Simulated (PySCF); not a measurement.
# [BF2]+ (SMILES F[B+]F): wB97X-V/STO-3G

What is the vertical ionisation energy of [BF2]+ at wB97X-V/STO-3G? Input form: a Python script.

The results are computed with PySCF 2.14.0.

7 further runs of the same task are left out: 7 set aside as unsound or not needed.

### Step 1. The molecule

The species is [BF2]+ (3 atoms), meant as a singlet with charge +1. SMILES: `F[B+]F`. The shape is that of a GFN2-xTB optimisation.

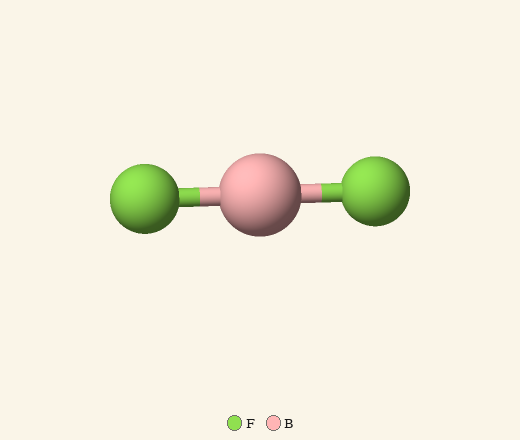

The structure, seen from a chosen angle (fluorine green, boron pink).

### Step 2. A single-point energy at wB97X-V/STO-3G

input.py

```python
# F[B+]F
from pyscf import gto, dft

molecule = gto.M(
    atom=[
    ('F', (0.327370, 1.133870, 0.305680)),
    ('B', (0.000740, -0.000320, 0.000370)),
    ('F', (-0.328120, -1.133550, -0.306050)),
],
    basis='sto-3g',
    verbose=3,
    max_memory=1860,
    charge=1,
)

myscf = dft.RKS(molecule, xc='wb97x-v')
myscf.conv_tol = 1e-10
myscf.grids.level = 5
myscf.nlcgrids.level = 1
myscf.kernel()
if not myscf.converged:
    myscf = myscf.newton().run(myscf.mo_coeff, myscf.mo_occ)

e_tot = myscf.e_tot
print(f'total energy: {e_tot:.8f} hartree')
```

Run with:

```
$ OMP_NUM_THREADS=1 python input.py
```

What it wrote:

```text
converged SCF energy = -221.087511440511
total energy: -221.08751144 hartree
```

Wall time 8.7 s (1 thread of Intel Xeon Platinum 8488C (Sapphire Rapids), shared host); peak memory 0.18 GiB.

### Step 3. Doublet [BF2]2+ at the same level

calc.py

```python
from pyscf import gto, dft

molecule = gto.M(
    atom=[
    ('F', (0.327370, 1.133870, 0.305680)),
    ('B', (0.000740, -0.000320, 0.000370)),
    ('F', (-0.328120, -1.133550, -0.306050)),
],
    spin=1,
    charge=2,
    max_memory=1860,
    verbose=4,
    basis='sto-3g',
)

mf = dft.UKS(molecule, xc='wb97x-v')
mf.conv_tol = 1e-10
mf.grids.level = 5
mf.nlcgrids.level = 1
mf.kernel()
if not mf.converged:
    mf = mf.newton().run(mf.mo_coeff, mf.mo_occ)

e_tot = mf.e_tot
print(f'total energy: {e_tot:.8f} hartree')
```

Run with:

```
$ OMP_NUM_THREADS=1 python calc.py
```

What it wrote:

```text
PySCF version 2.14.0

[INPUT] num. atoms = 3
[INPUT] num. electrons = 21
[INPUT] charge = 2
[INPUT] spin (= nelec alpha-beta = 2S) = 1
[INPUT] symmetry False subgroup None
[INPUT] Mole.unit = angstrom
[INPUT] Symbol           X                Y                Z      unit          X                Y                Z       unit  Magmom
[INPUT]  1 F      0.327370000000   1.133870000000   0.305680000000 AA    0.618639641399   2.142703760861   0.577651481757 Bohr   0.0
[INPUT]  2 B      0.000740000000  -0.000320000000   0.000370000000 AA    0.001398397332  -0.000604712360   0.000699198666 Bohr   0.0
[INPUT]  3 F     -0.328120000000  -1.133550000000  -0.306050000000 AA   -0.620056935992  -2.142099048501  -0.578350680423 Bohr   0.0

nuclear repulsion = 56.6451617819514
number of shells = 9
number of NR pGTOs = 45
number of NR cGTOs = 15
basis = sto-3g
ecp = {}

[... 44 lines left out ...]
WARN: beta  nocc = 10  HOMO -0.544836050949649 >= LUMO -0.544835994010217
[... 42 lines left out ...]
converged SCF energy = -220.197527664947  <S^2> = 0.77942867  2S+1 = 2.0292153
total energy: -220.19752766 hartree
```

It took 11 s on 1 thread of Intel Xeon Platinum 8488C (Sapphire Rapids), shared host; peak memory 0.19 GiB.

### Step 4. Results

Level: wB97X-V/STO-3G.

```
                                            quantity          value
                        singlet [BF2]+: total energy  -221.08751 Eh
                         singlet [BF2]+: HOMO energy      -22.07 eV
                         singlet [BF2]+: LUMO energy       -3.69 eV
                       singlet [BF2]+: HOMO–LUMO gap       18.39 eV
                       doublet [BF2]2+: total energy  -220.19753 Eh
 doublet [BF2]2+: HOMO energy (highest over α and β)      -34.87 eV
  doublet [BF2]2+: LUMO energy (lowest over α and β)      -26.33 eV
                               doublet [BF2]2+: ⟨S²⟩          0.779
vertical ionisation energy (to the doublet dication)      24.218 eV
```

What this shows: The vertical ionisation energy comes to 24.22 eV (558 kcal/mol). −ε(HOMO) before ionisation, 22.07 eV, is 2.14 eV below this ionisation energy. In a minimal basis such a difference can be off by several eV, whatever the method.
